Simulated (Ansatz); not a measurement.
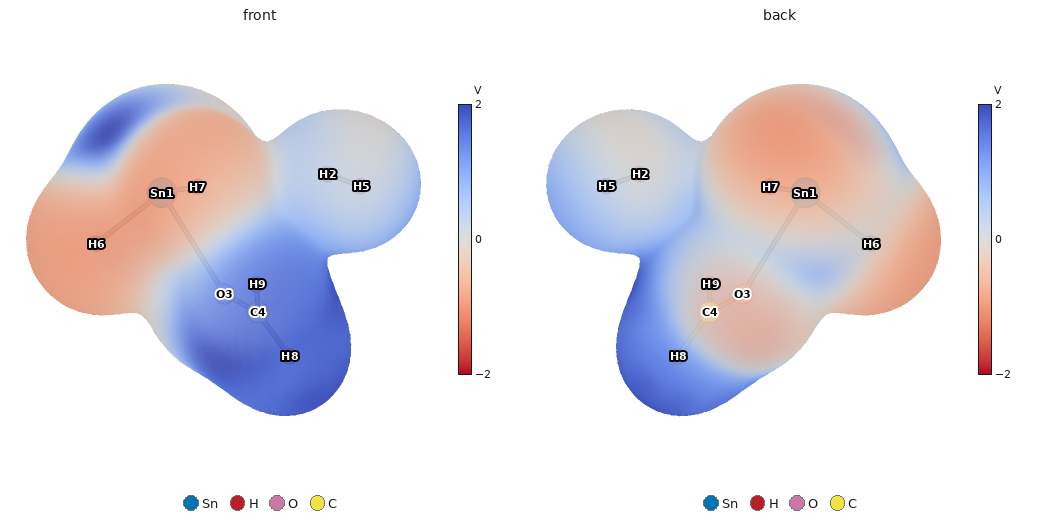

*CH₄OSn···H₂. The electrostatic potential painted on the density surface at 0.002 e/bohr³, seen from the front and from behind; red is negative and blue positive.*

The product side of a reaction path; geometry: PBE0-D4/def2-TZVP; core potentials replace the inner electrons of Sn.

Computed with RKS PBE0-D4/def2-TZVPP (Ansatz 0.2.0).

Input

```
crystal:
  periodic: [false, false, false]
  atoms:
    - {symbol: Sn, position_ang: [-1.808954, 0.947938, 0.577906]}
    - {symbol: H, position_ang: [-0.221299, -0.382462, -2.239226]}
    - {symbol: O, position_ang: [-0.174634, -0.733147, 1.078021]}
    - {symbol: C, position_ang: [0.942903, -0.709206, 0.621491]}
    - {symbol: H, position_ang: [-0.020902, -1.058406, -2.488157]}
    - {symbol: H, position_ang: [-1.181219, 1.748012, 2.031748]}
    - {symbol: H, position_ang: [-0.458580, 1.594313, -0.406919]}
    - {symbol: H, position_ang: [1.628299, -1.551864, 0.801985]}
    - {symbol: H, position_ang: [1.294387, 0.144920, 0.023151]}
basis:
  gaussian: {orbitals: def2-TZVPP}
hamiltonian: {xc: pbe0, dispersion: d4}
output: {orbitals: {seedname: orbitals}}
```

Run with:

```sh
ansatz run in.yaml --threads 4 --pin off --events-out ev --progress --plain --max-ram 9574MiB
```

Which sites attract a positive test charge, and which a negative one?

Answer. A positive charge is drawn to the negative regions and a negative charge to the positive ones. The most negative region (about −1.0 V, or −23 kcal/mol for a unit charge) lies over H6, the most positive (about +1.9 V, or +44 kcal/mol for a unit charge) over Sn1, C4 and H8.
